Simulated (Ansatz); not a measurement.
## Two runs on CH₇FN₂Si

System: CH₇FN₂Si.
Method of run A: RKS PBE-QIDH (frozen core)/def2-TZVPP (Ansatz 0.2.0).

The geometry comes from this level: PBE0-D4/def2-TZVP. Text and figures count atoms from 1; the logs count them from 0 in places.

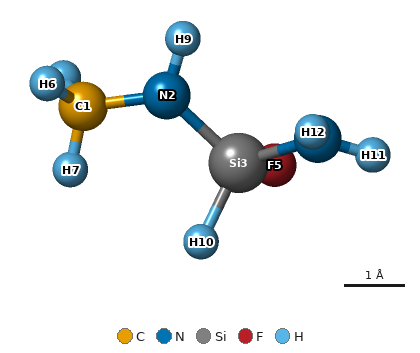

Fig. 1: The input geometry (ball-and-stick view, seen at a tilt; atoms are numbered from 1 in the order of the input).

## Input file, run A
```yaml
crystal:
  periodic: [false, false, false]
  atoms:
    - {symbol: C, position_ang: [-1.430410, 1.177156, 0.532099]}
    - {symbol: N, position_ang: [-0.090991, 0.691439, 0.282075]}
    - {symbol: Si, position_ang: [0.310229, -0.719099, -0.562366]}
    - {symbol: N, position_ang: [1.879226, -1.180872, -0.098267]}
    - {symbol: F, position_ang: [0.415385, -0.589161, -2.158829]}
    - {symbol: H, position_ang: [-1.539704, 1.534683, 1.560606]}
    - {symbol: H, position_ang: [-2.144698, 0.362302, 0.394453]}
    - {symbol: H, position_ang: [-1.722755, 1.987917, -0.144799]}
    - {symbol: H, position_ang: [0.632620, 1.378307, 0.426411]}
    - {symbol: H, position_ang: [-0.815017, -1.661344, -0.348114]}
    - {symbol: H, position_ang: [2.459600, -1.721558, -0.717057]}
    - {symbol: H, position_ang: [2.123517, -1.314968, 0.867789]}
basis:
  gaussian: {orbitals: def2-TZVPP}
hamiltonian: {xc: {name: PBE-QIDH}}
```

Hardware: 4 CPU threads, shared host.

## Output (run A)
```
Functional definition: PBE-QIDH
  parameter a = 3^(-1/3)
  parameter c = 1/3
  exchange = (1 - a)*pbe_x + a*exact_x
  correlation = (1 - c)*pbe_c + c*(mp2_os + mp2_ss)
1554 factors; integrals over basis functions are off by at most 1.1e-3 eV
mean field evaluation 1: about -14702.3987 eV, gradient 5.9e1 eV
mean field evaluation 2: about -14702.5542 eV, gradient 5.9e1 eV
mean field evaluation 4: about -14708.8297 eV, gradient 3.1e0 eV
mean field evaluation 8: about -14708.8663 eV, gradient 2.6e-1 eV
mean field evaluation 16: about -14708.8664 eV, gradient 1.3e-4 eV
mean field -14708.86640809 eV, -540.5408704695 hartree, gradient 1.6e-6 eV, S^2 0.000000; 0 other end points of the search recorded, 0 dependent functions left out
9 core orbitals not correlated: weight in the atoms' cores, before any rotation towards them, 1.000 or more for the frozen orbitals, at most 0.000 for the correlated occupied ones
reference -14708.86642119 eV, -540.5408709509 hartree; 16, 16 occupied and 239, 239 virtual orbitals, 1554 factors
second order -29.55291074 eV of doubles, -0.00000000 eV of singles
Total energy: -14718.71739143 eV, -540.9028874302 hartree
```

For run B the input was changed thus:
```diff
-hamiltonian: {xc: {name: PBE-QIDH}}
+hamiltonian: {xc: {name: B2PLYP}}
```

Predict how the results change.

The total energies belong to different methods, so their difference says nothing on which is more stable or more accurate. The functional changes from PBE-QIDH to B2PLYP.

## Output (run B)
```
Functional definition: B2PLYP
  parameter a = 0.53
  parameter c = 0.27
  exchange = (1 - a)*b88_x + a*exact_x
  correlation = (1 - c)*lyp_c + c*(mp2_os + mp2_ss)
1554 factors; integrals over basis functions are off by at most 1.1e-3 eV
mean field evaluation 1: about -14707.0862 eV, gradient 7.0e1 eV
mean field evaluation 2: about -14707.2046 eV, gradient 7.0e1 eV
mean field evaluation 4: about -14715.8750 eV, gradient 4.0e0 eV
mean field evaluation 8: about -14715.9214 eV, gradient 3.9e-1 eV
mean field evaluation 16: about -14715.9217 eV, gradient 1.2e-4 eV
mean field -14715.92169109 eV, -540.8001473376 hartree, gradient 5.2e-6 eV, S^2 0.000000; 0 other end points of the search recorded, 0 dependent functions left out
9 core orbitals not correlated: weight in the atoms' cores, before any rotation towards them, 1.000 or more for the frozen orbitals, at most 0.000 for the correlated occupied ones
reference -14715.92186947 eV, -540.8001538929 hartree; 16, 16 occupied and 239, 239 virtual orbitals, 1554 factors
second order -31.69901740 eV of doubles, -0.00000000 eV of singles
Total energy: -14724.48060417 eV, -541.1146815918 hartree
```

## The two runs side by side

| quantity | run A | run B |
| --- | --- | --- |
| outcome | converged | converged |
| total energy (hartree) | −540.902887 | −541.114682 |
| basis functions | 264 | 264 |
| wall time (shared host) | 3.3 s | 3.1 s |
